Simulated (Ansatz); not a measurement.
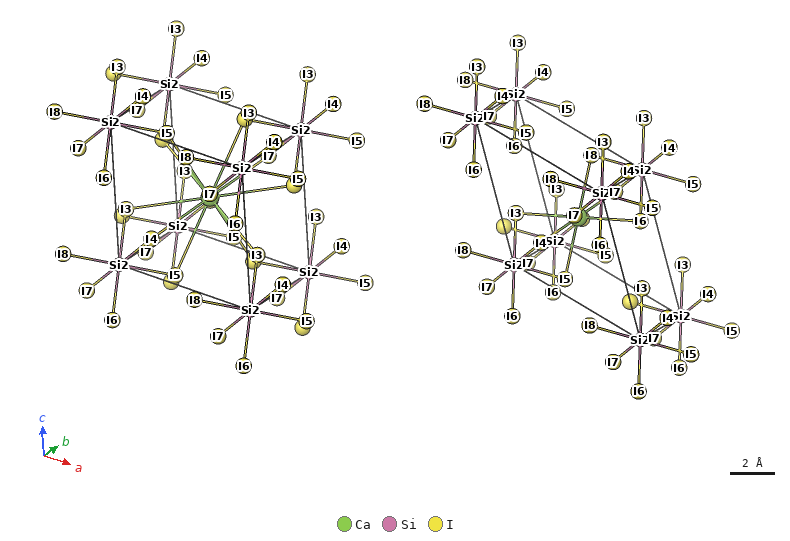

Two geometries of a crystal of CaSiI₆ (built on the LaAlH6-166 type type), drawn at one scale. One is the start of a relaxation, the other its converged end. Style: ball-and-stick. Shown: the cell of the calculation, slightly off an axis.

These are results of Ansatz 0.2.0, DFT, PBEsol, plane waves, PAW, not measurements. Settings: plane-wave cutoff 420 eV; k-point mesh 4 × 4 × 4; occupations fermi dirac; smearing width 0.03 eV; no spin polarisation; cell and atoms relaxed; force threshold 0.01 eV/Å; at most 120 steps.

Which one is relaxed?

The right one is the relaxed one. The largest moves relative to the cell, 0.47 Å, are those of I atoms. Si and Ca stay in place. The volume changes by −2.0 %, with a = b = c 7.196 → 7.813 Å (+8.6 %), α 98.3° → 110.5°, β 98.3° → 110.5°, γ 98.3° → 110.5°. Near-neighbour distances that change, for instance: Ca–I 4.075 → 5.217 Å, Ca–I 4.074 → 3.090 Å, I–Si 2.874 → 2.687 Å. Among the angles between lasting bonds that change: I–Si–I 96.4° → 89.5°, I–Si–I 83.6° → 90.5°. The space group stays R-3m (No. 166). Over 12 accepted moves (14 points after the start) the energy falls by 370 meV per atom. The largest force component goes from 0.22 to 0.0038 eV/Å. Pressure: −4.13 GPa at the start and −0.01 GPa at the end. The SCF was repeated twice at an unchanged geometry on a basis and grid sized afresh for the cell, which shifted the energy by 4.6 meV per atom at most.
